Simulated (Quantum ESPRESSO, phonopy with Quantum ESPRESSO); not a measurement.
# Grüneisen parameters and expansion of CaO (Fm-3m), part 6 of 8

Wanted: mode Grüneisen parameters of CaO and a free-energy fit over volumes.

Experimental results on record:
- heat capacity C_P per formula unit 42.2 J/mol/K and bulk modulus 113 GPa near room temperature (given in “High-Throughput Prediction of Finite-Temperature Properties using the Quasi-Harmonic Approximation”, 2016, arXiv:1603.06924)

Quantum ESPRESSO 7.5; DFT PBE, scalar-relativistic, plane waves, GBRV ultrasoft pseudopotentials.

So far. Step 5 (Zone-centre response): The Born charges sum to zero within 7.1e-4 e; the rest is removed before use. Acoustic frequencies in this log differ from zero by the error of the sum rule, which ph.x does not impose. Step 6 (A displaced supercell): At this level the gap is 3.66 eV on the k-mesh of the self-consistent run, which can miss the band edges.

### 8. Lattice dynamics at this volume, V/V0 1

This step: DFT PBE, scalar-relativistic, plane waves, GBRV ultrasoft pseudopotentials (phonopy with Quantum ESPRESSO 4.10.0 / 7.5).

The job ended after 65 s (8 threads of Arm Neoverse V1, shared host; 8.6 min of CPU time).

This step gave:

* point group: m-3m
* highest frequency: 538.1 cm⁻¹
* Debye temperature from the second moment: 542 K
* lowest frequency on the path: 0 cm⁻¹
* zero-point energy: 0.1032 eV/cell
* Γ frequencies: 0, 0, 0, 256.2, 256.2, 256.2 cm⁻¹ (negative: imaginary)

Phonopy, LO-TO term from ph.x's tensors. Phonon branches along the path, in cm⁻¹:

```csv
point,branch 1,branch 2,branch 3,branch 4,branch 5,branch 6
Γ,0,0,0,256,256,538
X,198,198,278,284,284,383
U,186,261,271,285,339,360
jump to K,186,261,271,285,339,360
Γ,0,0,0,256,256,538
L,168,168,292,292,363,460
W,222,257,257,307,337,337
X,198,198,278,284,284,383
```

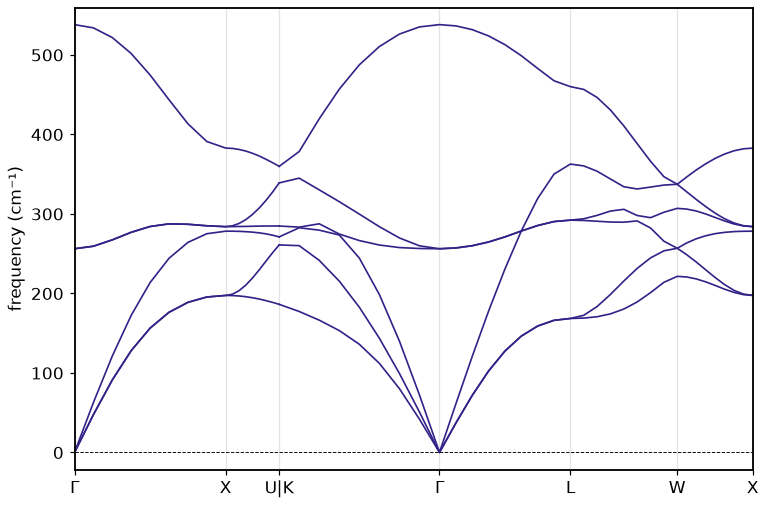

Phonon branches along the path.

Harmonic. Thermo, by row:

```csv
T (K),F_vib (meV/atom),S (J/mol-atom/K),C_V (J/mol-atom/K)
0,51.58,0,0
50,51.53,0.484,1.717
100,50.55,3.739,8.73
150,47.41,8.451,14.47
200,41.8,13.14,17.96
250,33.87,17.39,20.05
300,23.86,21.17,21.36
350,12.01,24.53,22.23
400,-1.5,27.54,22.82
450,-16.49,30.25,23.23
500,-32.81,32.72,23.54
550,-50.36,34.97,23.78
600,-69.03,37.05,23.96
650,-88.73,38.97,24.1
700,-109.4,40.76,24.21
750,-131,42.44,24.3
800,-153.4,44.01,24.38
850,-176.6,45.49,24.44
900,-200.5,46.88,24.5
950,-225.1,48.21,24.54
1000,-250.4,49.47,24.58
```

The modes has structure finer than the step of the table below, so its rows give means over 25 cm⁻¹, whole bins alone (the curve runs from -10 to 563 cm⁻¹). Peaks (cm⁻¹: height): Ca 177.5: 0.0265, 278.5: 0.0212; O 289.3: 0.0669.

Phonopy on the run's constants, 21x21x21 mesh, Gaussian sigma 4.1 cm⁻¹. Modes against wavenumber; means over each step; values in 1/cm⁻¹/cell:

```csv
wavenumber (cm⁻¹),Ca,O
25,7.7e-5,2.8e-5
50,3.4e-4,1.2e-4
75,8.5e-4,2.7e-4
100,0.00175,4.6e-4
125,0.00390,7.2e-4
150,0.0102,1.0e-3
175,0.0247,0.00127
200,0.0198,0.00121
225,0.0119,7.7e-4
250,0.00936,0.00253
275,0.0165,0.0297
300,0.00928,0.0338
325,0.00349,0.0113
350,0.00247,0.00409
375,4.9e-4,0.00611
400,5.9e-4,0.00594
425,7.6e-4,0.00590
450,9.6e-4,0.00591
475,0.00108,0.00430
500,9.6e-4,0.00295
525,5.9e-4,0.00158
550,2.5e-5,6.3e-5
```

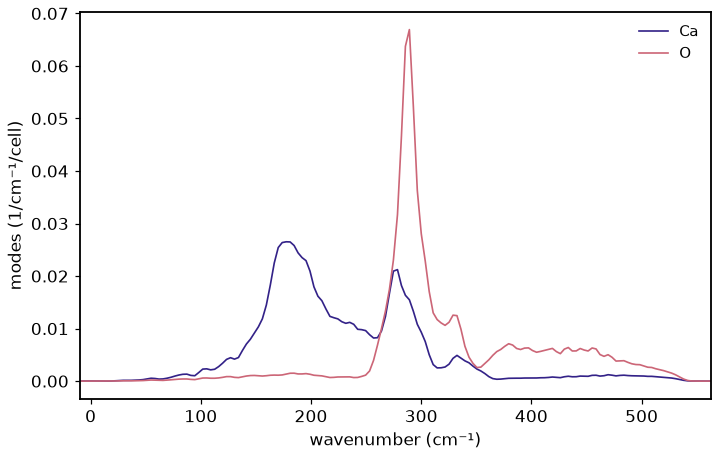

Modes, plotted against wavenumber.

No LO-TO term. The modes at Γ (shares of kinetic energy by element, %):

| mode | frequency (cm⁻¹) | symmetry | Ca % | O % |
| --- | --- | --- | --- | --- |
| 1 | 0.0 | T1u | 71 | 29 |
| 2 | 0.0 | T1u | 71 | 29 |
| 3 | 0.0 | T1u | 71 | 29 |
| 4 | 256.2 | T1u | 29 | 71 |
| 5 | 256.2 | T1u | 29 | 71 |
| 6 | 256.2 | T1u | 29 | 71 |

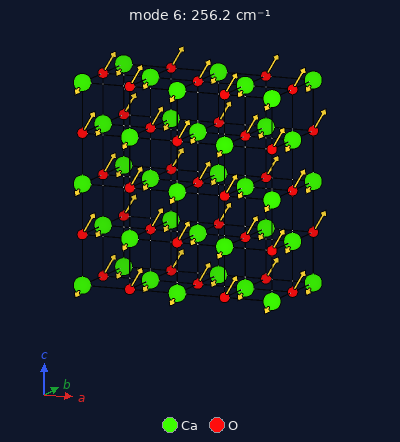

Displacement patterns of mode 6 at Γ; arrows are exaggerated. 2×1×2 conventional cells are drawn. Some periodic images of atoms are drawn too.

No mode is imaginary beyond numerical noise along the path.

The time given is that of the 2 pw.x runs on displaced cells behind this step.

### 9. Ground state at this cell, V/V0 1.015

A tight ground state at this cell gives the energy of this member; its pressure is the stress at this cutoff, which can carry an offset from the finite basis.

This step: DFT PBE, scalar-relativistic, plane waves, GBRV ultrasoft pseudopotentials (Quantum ESPRESSO 7.5).

System of this step: CaO. It takes space group Fm-3m (No. 225, cubic). Conventional cell: a = 4.855 Å, b = 4.855 Å, c = 4.855 Å, α = 90.00°, β = 90.00°, γ = 90.00°. Nearest to Ca lie 6 O at 2.43 Å. O has 6 Ca at 2.43 Å nearest. Farther neighbours and most contacts between anions are not listed.

scf.in reads:

```
&control
   calculation = 'scf'
   prefix = 'x'
   outdir = './tmp'
   pseudo_dir = './pseudo'
   tprnfor = .true.
   tstress = .true.
/
&system
   ibrav = 0
   nat = 2
   ntyp = 2
   ecutwfc = 45.0
   ecutrho = 270.0
   occupations = 'fixed'
   nbnd = 10
/
&electrons
   conv_thr = 1.0d-12
   mixing_beta = 0.7
   electron_maxstep = 100
/
ATOMIC_SPECIES
 Ca     40.0780  Ca.upf
 O      15.9990  O.upf
CELL_PARAMETERS angstrom
     0.000000000    2.427486390    2.427486390
     2.427486390    0.000000000    2.427486390
     2.427486390    2.427486390    0.000000000
ATOMIC_POSITIONS crystal
 Ca     0.000000000   0.000000000   0.000000000
 O      0.500000000   0.500000000   0.500000000
K_POINTS automatic
 8 8 8 0 0 0
```

Run with:

```sh
OMP_NUM_THREADS=1 mpirun -n 8 pw.x -nk 8 -in scf.in > scf.out
```

Log:

```text
[banner, memory and clock lines left out]
Program PWSCF v.7.5

     Message from routine setup:
     using ibrav=0 with symmetry is DISCOURAGED, use correct ibrav instead

     G-vector sticks info

     bravais-lattice index     =            0
     lattice parameter (alat)  =       6.4874  a.u.
     unit-cell volume          =     193.0621 (a.u.)^3
     number of atoms/cell      =            2
     number of atomic types    =            2
     number of electrons       =        16.00
[...]
atom    2 type  2   force =    -0.00000000   -0.00000000    0.00000000

     Total force =     0.000000     Total SCF correction =     0.000000

     Computing stress (Cartesian axis) and pressure

          total   stress  (Ry/bohr**3)                   (kbar)     P=      -15.28
  -0.00010384   0.00000000   0.00000000          -15.28        0.00        0.00
   0.00000000  -0.00010384   0.00000000            0.00      -15.28        0.00
   0.00000000   0.00000000  -0.00010384            0.00        0.00      -15.28

     XML data file, charge density, pseudopotentials, collected wavefunctions
[key lines of the parts left out:]
!    total energy              =    -107.51368056 Ry
convergence has been achieved in  16 iterations
```

Elapsed: 2.8 s, on 8 MPI ranks.

At this level the gap is 3.67 eV on the k-mesh of the self-consistent run, which can miss the band edges.

### 10. Born charges and dielectric tensor

In a polar crystal the Born charges and ε∞ give the long-range dipole term that a finite supercell misses. They are those of this k-mesh and were not tested on a denser one; where the gap is small they converge slowly, and the LO modes with them.

ph.in reads:

```
phonons
&inputph
   prefix = 'x'
   outdir = './tmp'
   fildyn = 'x.dyn'
   tr2_ph = 1.0d-18
   epsil = .true.
/
0.000000000 0.000000000 0.000000000
```

scf.in is that of step 9.

Run with:

```sh
OMP_NUM_THREADS=1 mpirun -n 8 ph.x -nk 8 -in ph.in > ph.out
```

Log:

```text
[banner, memory and clock lines left out]
Program PHONON v.7.5

     ./tmp/x.save/

     IMPORTANT: XC functional enforced from input :
     Exchange-correlation= PBE
                           (   1   4   3   4   0   0   0)
     Any further DFT definition will be discarded
     Please, verify this is what you really want

     G-vector sticks info

     Check: negative core charge=   -0.000003
     Reading collected, re-writing distributed wavefunctions in ./tmp/

     Number and degeneracy of irreps per q-point
       N         xq(1)         xq(2)         xq(3)   N irreps
[...]
freq (    1) =       0.011156 [THz] =       0.372128 [cm-1]
     freq (    2) =       0.011156 [THz] =       0.372128 [cm-1]
     freq (    3) =       0.011156 [THz] =       0.372128 [cm-1]
     freq (    4) =       7.363834 [THz] =     245.631062 [cm-1]
     freq (    5) =       7.363834 [THz] =     245.631062 [cm-1]
     freq (    6) =       7.363834 [THz] =     245.631062 [cm-1]
 **************************************************************************

     Mode symmetry, O_h (m-3m)  point group:

     freq (   1-   3) =          0.4  [cm-1]   --> T_1u G_15  G_4- I
     freq (   4-   6) =        245.6  [cm-1]   --> T_1u G_15  G_4- I
```

Run time: 28 s. Hardware: 8 MPI ranks.

ε∞:

```
3.77 0.00 0.00
0.00 3.77 0.00
0.00 0.00 3.77
```

The Born charges sum to zero within 6.8e-4 e; the rest is removed before use. Acoustic frequencies in this log differ from zero by the error of the sum rule, which ph.x does not impose.

### 11. Forces on a displaced cell

One atom (for the harmonic constants) or a pair of atoms (for the cubic ones) is moved by a few hundredths of an ångström; the forces on all atoms give a column of force constants. The threshold is tight because the forces are small.

System of this step: CaO. It takes space group Imm2 (No. 44, orthorhombic). The conventional cell has a = 6.866 Å, b = 9.710 Å, c = 6.866 Å, α = 90.00°, β = 90.00°, γ = 90.00°. Ca has 6 O at 2.41 to 2.44 Å nearest. Nearest to Ca lie 6 O at 2.43 Å. O has 6 Ca at 2.43 Å nearest. Farther neighbours and most contacts between anions are not listed.

disp-00001.in reads:

```
&control
   calculation = 'scf'
   prefix = 'x'
   outdir = './tmp'
   pseudo_dir = './pseudo'
   tprnfor = .true.
   disk_io = 'none'
/
&system
   ibrav = 0
   nat = 16
   ntyp = 2
   ecutwfc = 45.0
   ecutrho = 270.0
   occupations = 'fixed'
   nbnd = 66
/
&electrons
   conv_thr = 1.0d-11
   mixing_beta = 0.7
   electron_maxstep = 100
/
ATOMIC_SPECIES
 Ca     40.0780  Ca.upf
 O      15.9990  O.upf
CELL_PARAMETERS angstrom
     0.000000000    4.854972780    4.854972780
     4.854972780    0.000000000    4.854972780
     4.854972780    4.854972780    0.000000000
ATOMIC_POSITIONS crystal
 Ca     0.002912918   0.000000000   0.000000000
 Ca     0.500000000   0.000000000   0.000000000
 Ca     0.000000000   0.500000000   0.000000000
 Ca     0.500000000   0.500000000   0.000000000
 Ca     0.000000000   0.000000000   0.500000000
 Ca     0.500000000   0.000000000   0.500000000
 Ca     0.000000000   0.500000000   0.500000000
 Ca     0.500000000   0.500000000   0.500000000
 O      0.250000000   0.250000000   0.250000000
 O      0.750000000   0.250000000   0.250000000
 O      0.250000000   0.750000000   0.250000000
 O      0.750000000   0.750000000   0.250000000
 O      0.250000000   0.250000000   0.750000000
 O      0.750000000   0.250000000   0.750000000
 O      0.250000000   0.750000000   0.750000000
 O      0.750000000   0.750000000   0.750000000
K_POINTS automatic
 3 3 3 0 0 0
```

Run with:

```sh
OMP_NUM_THREADS=1 mpirun -n 4 pw.x -nk 4 -in disp-00001.in > disp-00001.out
```

Log:

```text
[banner, memory and clock lines left out]
Program PWSCF v.7.5

     Message from routine setup:
     using ibrav=0 with symmetry is DISCOURAGED, use correct ibrav instead

     G-vector sticks info

     bravais-lattice index     =            0
     lattice parameter (alat)  =      12.9748  a.u.
     unit-cell volume          =    1544.4967 (a.u.)^3
     number of atoms/cell      =           16
     number of atomic types    =            2
     number of electrons       =       128.00
[...]
atom    1 type  1   force =    -0.00000000   -0.00427177   -0.00427177
     atom    2 type  1   force =     0.00000000    0.00202796    0.00202796
     atom    3 type  1   force =     0.00136785   -0.00018684    0.00065960
[...]
atom   15 type  2   force =    -0.00000031    0.00033906    0.00033906
     atom   16 type  2   force =     0.00000452   -0.00010450   -0.00010450

     Total force =     0.007541     Total SCF correction =     0.000003
     Message from routine punch:
     Nothing written, as per user request (disk_io='none')
[key lines of the parts left out:]
!    total energy              =    -860.10925167 Ry
convergence has been achieved in  17 iterations
```

Elapsed: 70 s, on 4 MPI ranks; 4.7 min of CPU time.

### 12. Phonons, V/V0 1.015

This step: DFT PBE, scalar-relativistic, plane waves, GBRV ultrasoft pseudopotentials (phonopy with Quantum ESPRESSO 4.10.0 / 7.5).

Wall time 70 s (8 threads).

Phonopy, LO-TO term from ph.x's tensors. Phonon branches along the path, in cm⁻¹:

| point | branch 1 | branch 2 | branch 3 | branch 4 | branch 5 | branch 6 |
| --- | --- | --- | --- | --- | --- | --- |
| Γ | 0 | 0 | 0 | 246 | 246 | 530 |
| X | 196 | 196 | 268 | 274 | 274 | 380 |
| U | 182 | 255 | 262 | 276 | 332 | 355 |
| jump to K | 182 | 255 | 262 | 276 | 332 | 355 |
| Γ | 0 | 0 | 0 | 246 | 246 | 530 |
| L | 163 | 163 | 284 | 284 | 357 | 453 |
| W | 216 | 250 | 250 | 300 | 331 | 331 |
| X | 196 | 196 | 268 | 274 | 274 | 380 |

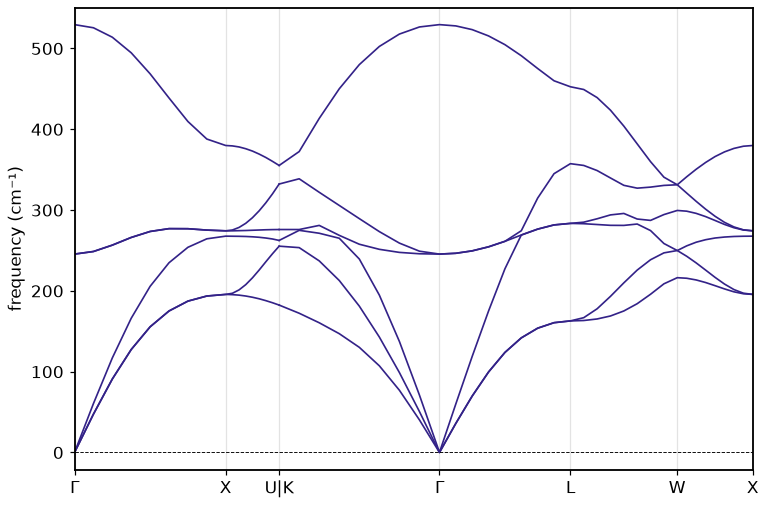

Phonon branches along the path.

No mode is imaginary beyond numerical noise along the path. The highest zone-centre mode (no LO–TO term) moved by -4.2 % for a volume change of +1.5 %.

The time given is that of the 2 pw.x runs on displaced cells behind this step.

### 13. Ground state at this cell, V/V0 0.985

A tight ground state at this cell gives the energy of this member; its pressure is the stress at this cutoff, which can carry an offset from the finite basis.

This step: DFT PBE, scalar-relativistic, plane waves, GBRV ultrasoft pseudopotentials (Quantum ESPRESSO 7.5).

System of this step: CaO. It takes space group Fm-3m (No. 225, cubic). The conventional cell has a = 4.807 Å, b = 4.807 Å, c = 4.807 Å, α = 90.00°, β = 90.00°, γ = 90.00°. Nearest to Ca lie 6 O at 2.40 Å. O has 6 Ca at 2.40 Å nearest. Farther neighbours and most contacts between anions are not listed.

scf.in: that of step 10 with these lines changed.

```diff
@@ -26,5 +26,5 @@
 CELL_PARAMETERS angstrom
-     0.000000000    2.427486390    2.427486390
-     2.427486390    0.000000000    2.427486390
-     2.427486390    2.427486390    0.000000000
+     0.000000000    2.403330694    2.403330694
+     2.403330694    0.000000000    2.403330694
+     2.403330694    2.403330694    0.000000000
 ATOMIC_POSITIONS crystal
```

Run with:

```sh
OMP_NUM_THREADS=1 mpirun -n 8 pw.x -nk 8 -in scf.in > scf.out
```

Log:

```text
[banner, memory and clock lines left out]
Program PWSCF v.7.5

     Message from routine setup:
     using ibrav=0 with symmetry is DISCOURAGED, use correct ibrav instead

     G-vector sticks info

     bravais-lattice index     =            0
     lattice parameter (alat)  =       6.4228  a.u.
     unit-cell volume          =     187.3558 (a.u.)^3
     number of atoms/cell      =            2
     number of atomic types    =            2
     number of electrons       =        16.00
[...]
atom    2 type  2   force =     0.00000000   -0.00000000   -0.00000000

     Total force =     0.000000     Total SCF correction =     0.000000

     Computing stress (Cartesian axis) and pressure

          total   stress  (Ry/bohr**3)                   (kbar)     P=       16.47
   0.00011198   0.00000000   0.00000000           16.47        0.00        0.00
   0.00000000   0.00011198   0.00000000            0.00       16.47        0.00
   0.00000000   0.00000000   0.00011198            0.00        0.00       16.47

     XML data file, charge density, pseudopotentials, collected wavefunctions
[key lines of the parts left out:]
!    total energy              =    -107.51363878 Ry
convergence has been achieved in  15 iterations
```

The job ended after 2.7 s (8 MPI ranks; 21 s of CPU time).

The run ends at a pressure of 1.65 GPa.

### 14. Born charges and dielectric tensor

In a polar crystal the Born charges and ε∞ give the long-range dipole term that a finite supercell misses. They are those of this k-mesh and were not tested on a denser one; where the gap is small they converge slowly, and the LO modes with them.

ph.in is that of step 10.

scf.in is that of step 13.

Run with:

```sh
OMP_NUM_THREADS=1 mpirun -n 8 ph.x -nk 8 -in ph.in > ph.out
```

Log:

```text
[banner, memory and clock lines left out]
Program PHONON v.7.5

     ./tmp/x.save/

     IMPORTANT: XC functional enforced from input :
     Exchange-correlation= PBE
                           (   1   4   3   4   0   0   0)
     Any further DFT definition will be discarded
     Please, verify this is what you really want

     G-vector sticks info

     Check: negative core charge=   -0.000003
     Reading collected, re-writing distributed wavefunctions in ./tmp/

     Number and degeneracy of irreps per q-point
       N         xq(1)         xq(2)         xq(3)   N irreps
[...]
freq (    1) =      -0.060668 [THz] =      -2.023656 [cm-1]
     freq (    2) =      -0.060668 [THz] =      -2.023656 [cm-1]
     freq (    3) =      -0.060668 [THz] =      -2.023656 [cm-1]
     freq (    4) =       8.009441 [THz] =     267.166189 [cm-1]
     freq (    5) =       8.009441 [THz] =     267.166189 [cm-1]
     freq (    6) =       8.009441 [THz] =     267.166189 [cm-1]
 **************************************************************************

     Mode symmetry, O_h (m-3m)  point group:

     freq (   1-   3) =         -2.0  [cm-1]   --> T_1u G_15  G_4- I
     freq (   4-   6) =        267.2  [cm-1]   --> T_1u G_15  G_4- I
```

Elapsed: 28 s, on 8 MPI ranks.

ε∞:

```
3.78 0.00 0.00
0.00 3.78 0.00
0.00 0.00 3.78
```

The Born charges sum to zero within 7.3e-4 e; the rest is removed before use. Acoustic frequencies in this log differ from zero by the error of the sum rule, which ph.x does not impose.

### 15. Forces on a displaced cell

One atom (for the harmonic constants) or a pair of atoms (for the cubic ones) is moved by a few hundredths of an ångström; the forces on all atoms give a column of force constants. The threshold is tight because the forces are small.

System of this step: CaO. Symmetry: Imm2, No. 44, orthorhombic system. Conventional cell: a = 6.798 Å, b = 9.613 Å, c = 6.798 Å, α = 90.00°, β = 90.00°, γ = 90.00°. Nearest to Ca lie 6 O at 2.39 to 2.42 Å. Nearest to Ca lie 6 O at 2.40 Å. Nearest to O lie 6 Ca at 2.40 Å. Farther neighbours and most contacts between anions are not listed.

disp-00001.in: that of step 11 with these lines changed.

```diff
@@ -26,7 +26,7 @@
 CELL_PARAMETERS angstrom
-     0.000000000    4.854972780    4.854972780
-     4.854972780    0.000000000    4.854972780
-     4.854972780    4.854972780    0.000000000
+     0.000000000    4.806661389    4.806661389
+     4.806661389    0.000000000    4.806661389
+     4.806661389    4.806661389    0.000000000
 ATOMIC_POSITIONS crystal
- Ca     0.002912918   0.000000000   0.000000000
+ Ca     0.002942195   0.000000000   0.000000000
  Ca     0.500000000   0.000000000   0.000000000
```

Run with:

```sh
OMP_NUM_THREADS=1 mpirun -n 4 pw.x -nk 4 -in disp-00001.in > disp-00001.out
```

Log:

```text
[banner, memory and clock lines left out]
Program PWSCF v.7.5

     Message from routine setup:
     using ibrav=0 with symmetry is DISCOURAGED, use correct ibrav instead

     G-vector sticks info

     bravais-lattice index     =            0
     lattice parameter (alat)  =      12.8457  a.u.
     unit-cell volume          =    1498.8466 (a.u.)^3
     number of atoms/cell      =           16
     number of atomic types    =            2
     number of electrons       =       128.00
[...]
atom    1 type  1   force =     0.00000000   -0.00468070   -0.00468070
     atom    2 type  1   force =     0.00000000    0.00212280    0.00212280
     atom    3 type  1   force =     0.00142096   -0.00019964    0.00070132
[...]
atom   15 type  2   force =     0.00000060    0.00032873    0.00032873
     atom   16 type  2   force =     0.00000485   -0.00011002   -0.00011002

     Total force =     0.008129     Total SCF correction =     0.000004
     Message from routine punch:
     Nothing written, as per user request (disk_io='none')
[key lines of the parts left out:]
!    total energy              =    -860.10893088 Ry
convergence has been achieved in  17 iterations
```

The job ended after 72 s (4 MPI ranks).

### 16. Lattice dynamics at this volume, V/V0 0.985

This step: DFT PBE, scalar-relativistic, plane waves, GBRV ultrasoft pseudopotentials (phonopy with Quantum ESPRESSO 4.10.0 / 7.5).

Elapsed: 72 s, on 8 threads; 9.3 min of CPU time.

Phonopy, LO-TO term from ph.x's tensors. Phonon branches along the path, in cm⁻¹:

| point | branch 1 | branch 2 | branch 3 | branch 4 | branch 5 | branch 6 |
| --- | --- | --- | --- | --- | --- | --- |
| Γ | 0 | 0 | 0 | 267 | 267 | 547 |
| X | 199 | 199 | 289 | 294 | 294 | 386 |
| U | 190 | 266 | 279 | 294 | 346 | 365 |
| jump to K | 190 | 266 | 279 | 294 | 346 | 365 |
| Γ | 0 | 0 | 0 | 267 | 267 | 547 |
| L | 174 | 174 | 301 | 301 | 368 | 468 |
| W | 227 | 263 | 263 | 314 | 344 | 344 |
| X | 199 | 199 | 289 | 294 | 294 | 386 |

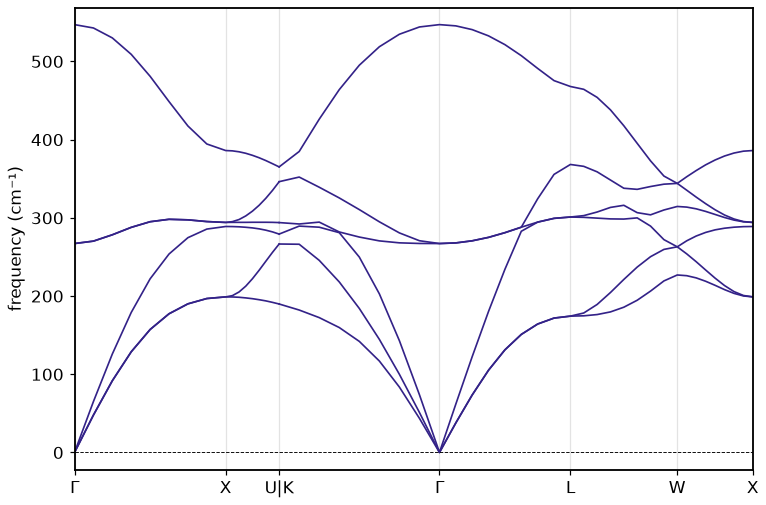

Phonon branches along the path.

No mode is imaginary beyond numerical noise along the path. The highest zone-centre mode (no LO–TO term) moved by +4.2 % for a volume change of -1.5 %.

The time given is that of the 2 pw.x runs on displaced cells behind this step.

(Continued in part 7 of 8.)

[Logs are printed without paths, hosts, clocks, repeated set-up lines and the standing remarks that a program may print on its own settings, such as how far it seeks lower states.]

[Hosts, paths, dates, database ids (printed as entryN), source tags and the programs' standing remarks are cut or masked in the printed files.]

[A step with changed settings may run another functional than the one named; its input shows which.]

[Of the runs on displaced cells, only some may be shown.]
